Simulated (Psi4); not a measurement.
# MP2-F12/aug-cc-pVDZ (density fitting, density fitting for correlation) run of CHFO (formyl fluoride)

What is the energy difference between two shapes of CHFO (formyl fluoride) at MP2-F12/aug-cc-pVDZ (density fitting, density fitting for correlation)? Input form: a Python script.

The results are computed with Psi4 1.11.

### 1 Starting point

The species is CHFO (4 atoms), meant as a singlet with charge 0. SMILES: `O=CF`. The shape is that of a GFN2-xTB optimisation.

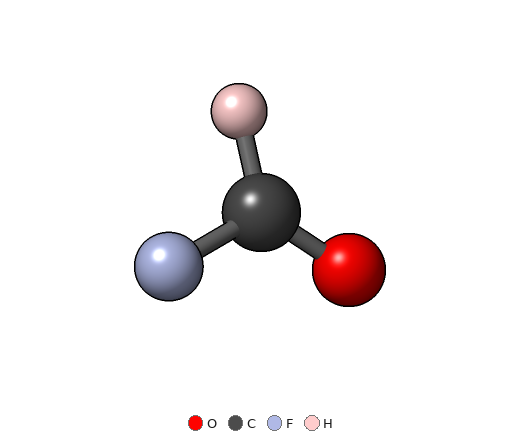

Viewed from a chosen angle; oxygen red, carbon dark grey, fluorine light blue, hydrogen pink.

### 2 A single-point energy at MP2-F12/aug-cc-pVDZ (density fitting, density fitting for correlation)

File calc.py:

```python
import psi4

psi4.set_memory('1600 MB')
psi4.set_num_threads(1)
psi4.set_output_file('chfo.out', False)

mol = psi4.geometry("""
0 1
O     -0.889680     0.196020     0.829980
C     -0.049740     0.073340     0.022930
F      0.584370    -1.090860    -0.181350
H      0.355050     0.821510    -0.671560
no_reorient
no_com
""")

psi4.set_options({
    'basis': 'aug-cc-pVDZ',
    'scf_type': 'df',
    'freeze_core': True,
})

energy_value, wavefunction = psi4.energy('mp2-f12', return_wfn=True)
print(f'total energy {energy_value:.8f} hartree = {energy_value * 27.211386:.5f} eV')
```

The run is started by

```
python calc.py
```

chfo.out:

```text
[...]
  Running in c1 symmetry.
[...]
  Nuclear repulsion =   67.642179664515808
[...]
  Multiplicity = 1
[...]
  Nalpha       = 12
  Nbeta        = 12
[...]
    Number of basis functions: 78
[...]
   @DF-RHF iter   1:  -212.69428386846795   -6.63213e-01   6.01385e-03 ADIIS/DIIS
[...]
   @DF-RHF iter  12:  -212.78176451713966   -1.50635e-12   3.33495e-09 DIIS
[...]
    Orbital Energies [Eh]
    ---------------------
    Doubly Occupied:
       1A    -26.358652     2A    -20.615329     3A    -11.449464
       4A     -1.677516     5A     -1.460533     6A     -0.915882
       7A     -0.797187     8A     -0.734092     9A     -0.732107
      10A     -0.642261    11A     -0.562246    12A     -0.514533
[...]
  @DF-RHF Final Energy:  -212.78176451713966
   => Energetics <=
    Nuclear Repulsion Energy =             67.6421796645158082
    One-Electron Energy =                -427.9282895776921123
    Two-Electron Energy =                 147.5043453960366264
    Total Energy =                       -212.7817645171396634
[...]
 Multipole Moments:
 ------------------------------------------------------------------------------------
     Multipole            Electronic (a.u.)      Nuclear  (a.u.)        Total (a.u.)
 ------------------------------------------------------------------------------------
 L = 1.  Multiply by 2.5417464519 to convert [e a0] to [Debye]
 Dipole X            :          3.8833875           -3.4043416            0.4790459
 Dipole Y            :         13.7075416          -13.2054629            0.5020787
 Dipole Z            :         -9.1306665            8.4540867           -0.6765798
 Magnitude           :                                                    0.9691895
[...]
```

The script printed:

```text
total energy -213.52173871 hartree = -5810.22245 eV
```

It took 10 s on 1 thread of Intel Xeon 6975P-C (Granite Rapids), shared host; peak memory 0.99 GiB.

### 3 The distorted shape at the same level

File job.py:

```python
import psi4

psi4.set_memory(1600000000)
psi4.set_num_threads(1)
psi4.set_output_file('output.dat', False)

mol = psi4.geometry("""
0 1
O
C 1 1.364249
F 2 1.357447 1 117.99772
H 2 1.072575 3 124.07548 1 163.51156
no_reorient
no_com
""")

psi4.set_options({
    'basis': 'aug-cc-pVDZ',
    'reference': 'rhf',
    'scf_type': 'df',
    'freeze_core': True,
})

e, wfn = psi4.energy('mp2-f12', return_wfn=True)
print(f'total energy {e:.8f} hartree = {e * 27.211386:.5f} eV')
```

The run is started by

```
python job.py
```

output.dat:

```text
[...]
  Running in c1 symmetry.
[...]
  Nuclear repulsion =   63.219204319369041
[...]
  Multiplicity = 1
[...]
  Nalpha       = 12
  Nbeta        = 12
[...]
    Number of basis functions: 78
[...]
   @DF-RHF iter   1:  -212.58056223698600   -9.46937e-01   7.08864e-03 DIIS/ADIIS
[...]
   @DF-RHF iter  14:  -212.71756302180643   -7.56017e-12   9.74040e-09 DIIS
[...]
    Orbital Energies [Eh]
    ---------------------
    Doubly Occupied:
       1A    -26.392639     2A    -20.616110     3A    -11.485138
       4A     -1.691018     5A     -1.343575     6A     -0.937786
       7A     -0.802004     8A     -0.742674     9A     -0.733327
      10A     -0.612609    11A     -0.499372    12A     -0.495656
[...]
  @DF-RHF Final Energy:  -212.71756302180643
   => Energetics <=
    Nuclear Repulsion Energy =             63.2192043193690409
    One-Electron Energy =                -419.1697204434564696
    Two-Electron Energy =                 143.2329531022809874
    Total Energy =                       -212.7175630218064271
[...]
 Multipole Moments:
 ------------------------------------------------------------------------------------
     Multipole            Electronic (a.u.)      Nuclear  (a.u.)        Total (a.u.)
 ------------------------------------------------------------------------------------
 L = 1.  Multiply by 2.5417464519 to convert [e a0] to [Debye]
 Dipole X            :          0.1590221           -0.2363899           -0.0773678
 Dipole Y            :         -1.3945663            2.0025280            0.6079617
 Dipole Z            :          1.3137099           -0.1672209            1.1464891
 Magnitude           :                                                    1.3000156
[...]
```

The script printed:

```text
total energy -213.47813103 hartree = -5809.03583 eV
```

It took 9.6 s on 1 thread of Intel Xeon 6975P-C (Granite Rapids), shared host; peak memory 0.99 GiB.

### 4 Results

At MP2-F12/aug-cc-pVDZ (density fitting, density fitting for correlation), 3 core orbitals frozen:

```
                                                    quantity          value
                                   first shape: total energy  -213.52174 Eh
            first shape: HOMO energy (Hartree–Fock orbitals)      -14.00 eV
            first shape: LUMO energy (Hartree–Fock orbitals)        0.88 eV
          first shape: HOMO–LUMO gap (Hartree–Fock orbitals)       14.88 eV
    first shape: correlation energy (3 core orbitals frozen)     -713.2 mEh
                               distorted shape: total energy  -213.47813 Eh
        distorted shape: HOMO energy (Hartree–Fock orbitals)      -13.49 eV
        distorted shape: LUMO energy (Hartree–Fock orbitals)        0.79 eV
      distorted shape: HOMO–LUMO gap (Hartree–Fock orbitals)       14.28 eV
distorted shape: correlation energy (3 core orbitals frozen)     -737.0 mEh
                      energy change with the atoms displaced       1.187 eV
```

In words: With the atoms displaced the energy rises by 1.19 eV (114 kJ/mol). The first shape isn't relaxed at this level, so the change isn't measured from a minimum.
